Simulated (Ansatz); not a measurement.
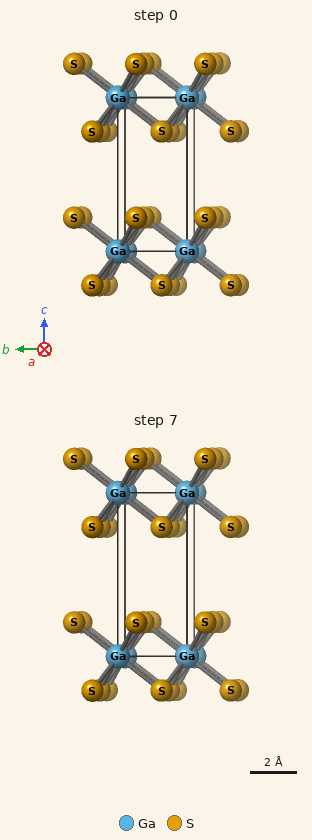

The structure of a crystal of GaS2 (a generated structure, set up in P-3m1) before (top) and after (bottom) a relaxation, at one scale.

A ball-and-stick model of the cell of the calculation, seen from a free direction.

All numbers below come from DFT PBE, scalar-relativistic, plane waves, PAW in Ansatz 0.2.0. (plane-wave cutoff 420 eV; k-point mesh 18 × 18 × 8; occupations gaussian; smearing width 0.1 eV; no spin polarisation; cell and atoms relaxed; force threshold 0.01 eV/Å; at most 80 steps)

Question: What changed between the two?

Answer: The largest moves relative to the cell, 0.083 Å, are those of S atoms. Ga stays in place. The drawn cell changes as follows: a = b 3.354 → 3.351 Å (−0.1 %), c 6.781 → 7.209 Å (+6.3 %); the volume changes by +6.1 %. Near-neighbour distances that change, for instance: Ga–S 2.444 → 2.449 Å. The space group stays P-3m1 (No. 164). The energy falls by 1.3 meV per atom in 6 accepted moves (7 points after the start). The largest force component goes from 0.083 to under 0.0001 eV/Å. Pressure: 0.45 GPa at the start and 0.01 GPa at the end. At 1 point the geometry stayed and the basis and grid were re-selected for the new cell (energy shift of 0.3 meV per atom at most each time). The run took 97 s on 1 thread of Intel(R) Xeon(R) Platinum 8488C (Sapphire Rapids) (shared host), peak memory 0.59 GiB.

Limits of the set-up: layers or molecules are held without a dispersion correction, so their spacing is unreliable.
